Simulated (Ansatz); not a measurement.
```cif
data_structure
_symmetry_space_group_name_H-M 'P 1'
_symmetry_Int_Tables_number 1
_cell_length_a 2.8775
_cell_length_b 2.8775
_cell_length_c 11.5904
_cell_angle_alpha 90.000
_cell_angle_beta 90.000
_cell_angle_gamma 90.000
_cell_volume 95.97
loop_
_atom_site_label
_atom_site_type_symbol
_atom_site_fract_x
_atom_site_fract_y
_atom_site_fract_z
_atom_site_occupancy
Al1 Al 0.00000 0.00000 0.62201 1
Al2 Al 0.00000 0.00000 0.87434 1
Al3 Al 0.00000 0.00000 0.12566 1
Al4 Al 0.00000 0.00000 0.37799 1
Co1 Co 0.50000 0.50000 0.50000 1
Ni1 Ni 0.50000 0.50000 0.74767 1
Ni2 Ni 0.50000 0.50000 0.00000 1
Ni3 Ni 0.50000 0.50000 0.25233 1
```

Space group P4/mmm; a structure generated by program, which may or may not match a known phase; spin-polarised.

Method: Ansatz, DFT PBE, scalar-relativistic, plane waves, PAW.

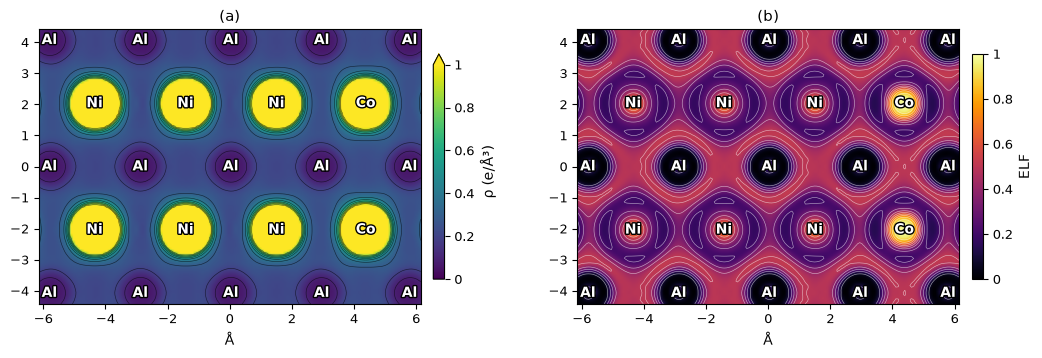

Al₄CoNi₃. (a) valence electron density; (b) ELF on the (11̄0) plane of the conventional cell.

The density is the valence pseudo-density of a PAW calculation; it isn't the true density close to the nuclei.

What does the map show?

The section cuts through Al, Co and Ni sites. Al–Co (2.48 Å): ρ is about 0.32 e/Å³ halfway; the ELF is about 0.40 at the midpoint. Al–Ni (2.50 Å): ρ at the midpoint is about 0.3 e/Å³; the ELF is about 0.40 at the midpoint. Al–Al (2.83 Å): ρ at the midpoint is about 0.23 e/Å³; the ELF reaches about 0.50 near the midpoint. Al–Al (2.92 Å): ρ is about 0.21 e/Å³ halfway; the ELF is about 0.50 at the midpoint. Between the atoms the lowest density in this plane is 0.21 e/Å³. The features right at Co and Ni lie inside the PAW spheres, where the map follows smoothed inner orbitals and isn't to be read closely.

Which magnetic arrangement did the calculation end in?

Parallel moments, as they must be, since the calculation's own cell holds one magnetic site; site moments Co: +0.3 μB in one cell of 8 atoms.
